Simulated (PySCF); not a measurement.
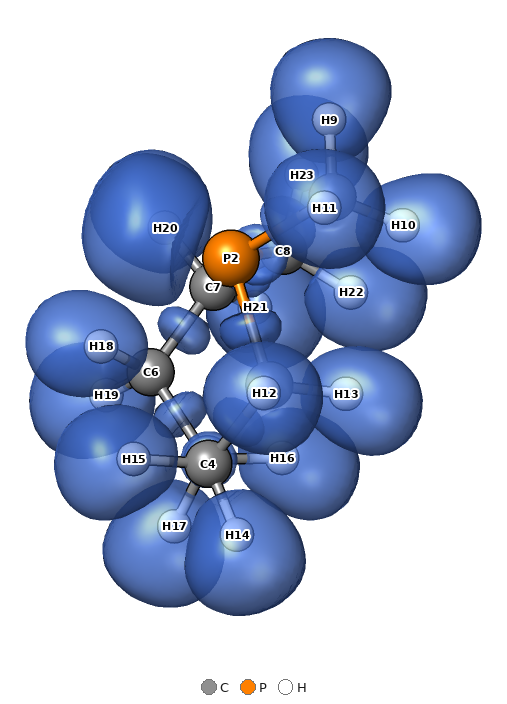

Figure 1: C7H15P (SMILES CP1CCCCCC1). Isosurface of the ELF at 0.85 (blue), seen at an oblique angle. Only the valence region is drawn (cores and ρ < 0.01 e/Å³ removed).

Geometry: GFN2-xTB.

Level of theory: PBE0/pcSseg-1, SCF density, gas phase, non-relativistic (PySCF 2.14.0).

```yaml
atoms:
  - { symbol: C, position_ang: [2.8154, -0.5696, -0.4637] }
  - { symbol: P, position_ang: [1.0335, -0.3951, -0.9416] }
  - { symbol: C, position_ang: [0.7902, 1.3110, -0.2296] }
  - { symbol: C, position_ang: [-0.6416, 1.8293, -0.2906] }
  - { symbol: C, position_ang: [-1.6556, 0.9585, 0.4527] }
  - { symbol: C, position_ang: [-1.9152, -0.3826, -0.2437] }
  - { symbol: C, position_ang: [-1.1831, -1.5734, 0.3730] }
  - { symbol: C, position_ang: [0.3263, -1.3669, 0.4839] }
  - { symbol: H, position_ang: [3.1439, -1.5830, -0.6871] }
  - { symbol: H, position_ang: [2.9690, -0.3655, 0.5955] }
  - { symbol: H, position_ang: [3.4116, 0.1222, -1.0559] }
  - { symbol: H, position_ang: [1.4324, 1.9807, -0.8109] }
  - { symbol: H, position_ang: [1.1485, 1.3159, 0.8055] }
  - { symbol: H, position_ang: [-0.6589, 2.8360, 0.1390] }
  - { symbol: H, position_ang: [-0.9517, 1.9136, -1.3349] }
  - { symbol: H, position_ang: [-1.3164, 0.7912, 1.4767] }
  - { symbol: H, position_ang: [-2.5925, 1.5177, 0.5106] }
  - { symbol: H, position_ang: [-1.6124, -0.2998, -1.2917] }
  - { symbol: H, position_ang: [-2.9855, -0.6016, -0.2303] }
  - { symbol: H, position_ang: [-1.3818, -2.4461, -0.2531] }
  - { symbol: H, position_ang: [-1.5910, -1.7826, 1.3662] }
  - { symbol: H, position_ang: [0.5809, -0.8450, 1.4115] }
  - { symbol: H, position_ang: [0.8291, -2.3378, 0.5016] }
```

Describe the localisation domains.

Answer. At this value the surface marks out five regions between bonded C–C atoms (shared pairs), three regions between bonded C–P atoms (shared pairs), 15 regions around hydrogen nuclei and one lobe on P, pointing away from the bonds (lone pairs).

Values along the shortest contacts:
C–C (1.52 Å): the ELF peaks at about 0.95 between the atoms, as expected for a shared electron pair. C–P (1.85 Å): the ELF peaks at about 0.95 between the atoms, as expected for a covalent bond.
